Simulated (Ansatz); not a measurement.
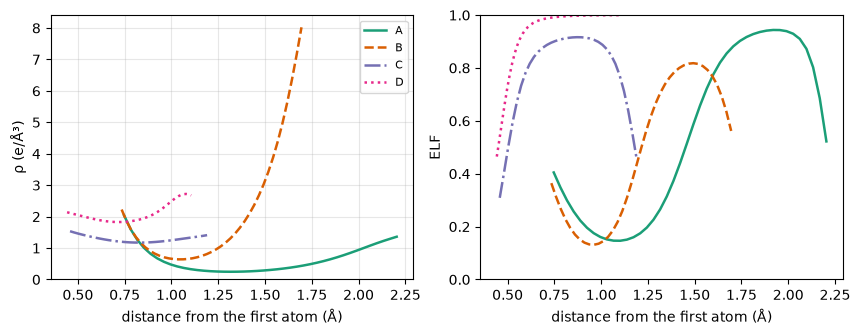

Figure 1: CH₅FSSn (SMILES C[SH+][SnH-][F]). Electron density and electron localisation function along straight lines between neighbouring atoms. The curves leave out the atomic cores.

Geometry: PBE-D3(BJ)/def2-SVP; core potentials replace the inner electrons of Sn.

Computed with Ansatz, isolated molecule in a Gaussian basis; Kohn-Sham density functional theory, functional PBE0.

Input file:

```
crystal:
  periodic: [false, false, false]
  atoms:
    - {symbol: C, position_ang: [-1.886051, -1.647005, -1.100131]}
    - {symbol: F, position_ang: [0.606676, -0.164382, -1.750812]}
    - {symbol: S, position_ang: [-0.913581, -2.286866, 0.313732]}
    - {symbol: Sn, position_ang: [1.608259, -1.673783, -0.848508]}
    - {symbol: H, position_ang: [-2.889097, -1.336838, -0.754580]}
    - {symbol: H, position_ang: [-1.974680, -2.496936, -1.801773]}
    - {symbol: H, position_ang: [-0.976785, -1.163275, 1.086024]}
    - {symbol: H, position_ang: [1.017605, -2.940981, -2.019298]}
    - {symbol: H, position_ang: [-1.313624, -0.824419, -1.576449]}
basis:
  gaussian:
    orbitals: def2-TZVPD
hamiltonian:
  xc: {name: PBE0}
output:
  forces: true
  orbitals: {seedname: orbitals}
```

Command:

```sh
ansatz run input.yaml --threads 2 --pin off --max-ram 4350MiB --events-out events.jsonl --progress --plain --runs-dir runs
```

**Which curve belongs to which contact (C–H, C–S, Sn–F and Sn–S)? The first atom named is at distance zero.**

Curve A: Sn–S (2.84 Å): ρ is about 0.26 e/Å³ halfway; the ELF peaks at about 0.95 in the valence shell of S, 0.9 Å from its nucleus, and drops to about 0.15 between the two atoms. Curve B: Sn–F (2.02 Å): ρ at the midpoint is about 0.65 e/Å³; the ELF peaks at about 0.80 in the valence shell of F, 0.5 Å from its nucleus, and drops to about 0.15 between the two atoms. Curve C: C–S (1.83 Å): the density is about 1.2 e/Å³ at the midpoint; the ELF peaks at about 0.90 between the atoms; localised, covalent bonding. Curve D: C–H (1.11 Å): ρ is about 2 e/Å³ halfway; the ELF climbs to about 1 towards the hydrogen, as it does in any bond to H; an ordinary covalent bond to hydrogen.
